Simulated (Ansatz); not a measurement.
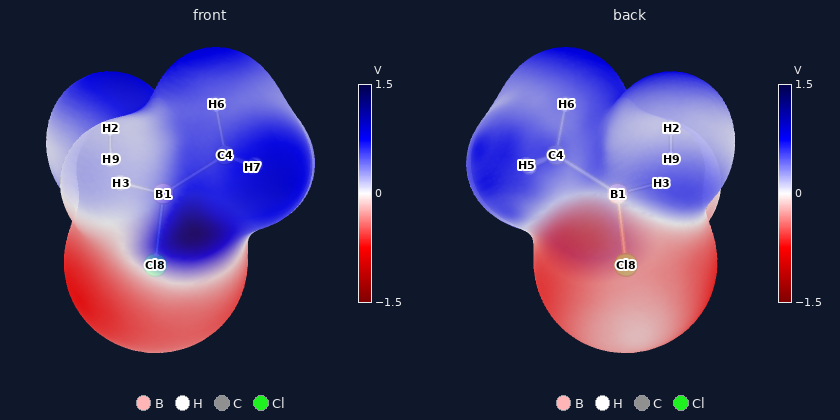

The picture shows: CH₄BCl···H₂. The molecular electrostatic potential painted on the density surface at 0.002 e/bohr³, seen from the front and from behind; the colour scale runs from red (negative) to blue (positive).

Not at a stationary point (largest force 1.7 eV/Å).

Computed with RKS B3LYP-D4/def2-SVP (Ansatz).

```yaml
atoms:
  - { symbol: B, position_ang: [0.0459, -0.5489, -0.3643] }
  - { symbol: H, position_ang: [-0.1952, 0.2129, 1.8941] }
  - { symbol: H, position_ang: [1.0243, 0.1501, -0.4138] }
  - { symbol: C, position_ang: [-1.3738, -0.0906, -0.7903] }
  - { symbol: H, position_ang: [-2.1834, -0.7704, -0.4869] }
  - { symbol: H, position_ang: [-1.5878, 0.9301, -0.4299] }
  - { symbol: H, position_ang: [-1.3746, -0.0258, -1.8965] }
  - { symbol: Cl, position_ang: [0.3510, -2.2891, 0.1061] }
  - { symbol: H, position_ang: [-0.0522, -0.4921, 1.9107] }
```

> Which sites attract a positive test charge, and which a negative one?

A positive charge is drawn to the negative regions and a negative charge to the positive ones. The most negative region (about −0.7 V) lies over Cl8, the most positive (about +1.2 V) over B1.
